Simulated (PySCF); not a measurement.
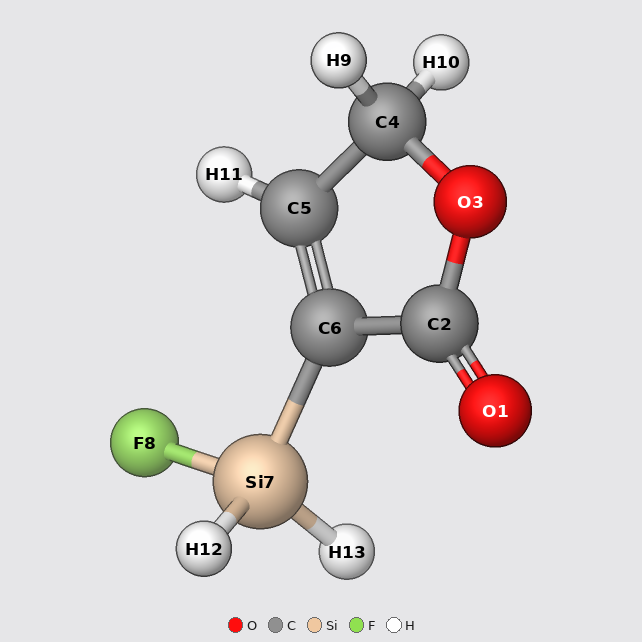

Computed geometry: GFN2-xTB optimisation. No frequency run is at hand to confirm it as a minimum. Electric field gradients from the ground-state density, PBE0/pcSseg-1 (PySCF 2.14.0), non-relativistic apart from any core potentials.

Give the largest field-gradient component, the quadrupole coupling constant and the asymmetry for 17O at O1 (Q = −25.6 mb), 17O at O3 (Q = −25.6 mb), 2H at H9 (Q = 2.86 mb), 2H at H11 (Q = 2.86 mb).

| atom | V_zz (a.u.) | e²qQ/h (MHz) | η |
| --- | --- | --- | --- |
| O1 | −1.557 | 9.36 | 0.12 |
| O3 | 1.693 | −10.18 | 0.55 |
| H9 | 0.288 | 0.194 | 0.06 |
| H11 | 0.336 | 0.226 | 0.02 |

The geometry is semi-empirical. Around Si such bond lengths and angles can be off by a tenth of an ångström or more and by several degrees, and values that hang on the shape move with them.
